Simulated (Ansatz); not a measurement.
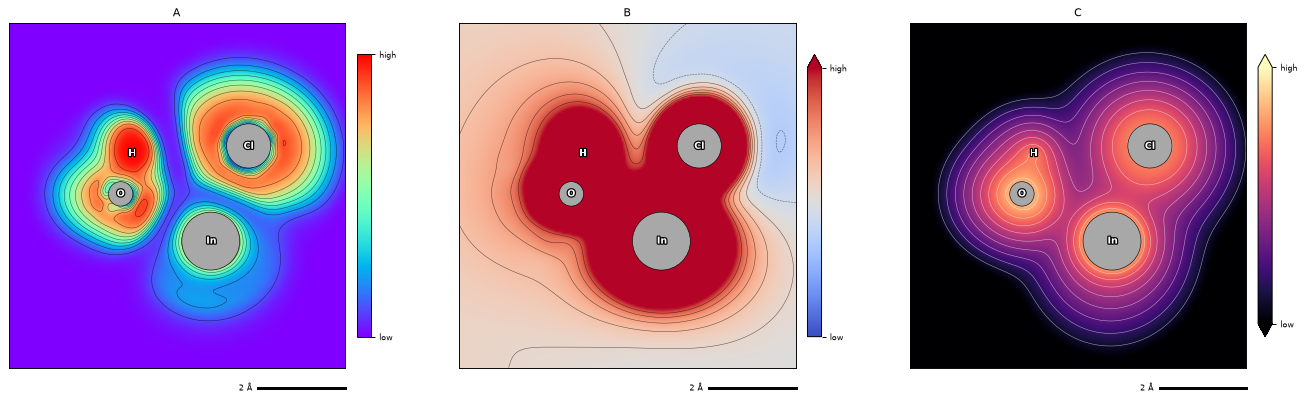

Cl2H3InO: 3 fields on the plane of atoms Cl3, In1 and O6, with unlabelled colour scales. Grey discs cover the atomic cores.

The reactant side of a reaction path; geometry: PBE0-D4/def2-TZVP; core potentials replace the inner electrons of In.

Level of theory: RKS PBE0-D4/def2-TZVPP in Ansatz 0.2.0.

Q: Match the panels to the quantities (electron density, electron localisation function and electrostatic potential).

A: Panel A: electron localisation function. Panel B: electrostatic potential (strongly positive close to the atoms, with negative regions outside electron-rich atoms). Panel C: electron density. From the grid: In–O (2.34 Å): the density is about 0.32 e/Å³ at the midpoint; the ELF peaks at about 0.90 in the valence shell of O, 0.6 Å from its nucleus, and drops to about 0.10 between the two atoms. O–H (0.97 Å): ρ is about 3.8 e/Å³ halfway; the ELF climbs to about 1 towards the hydrogen, as it does in any bond to H (a covalent bond by its length).
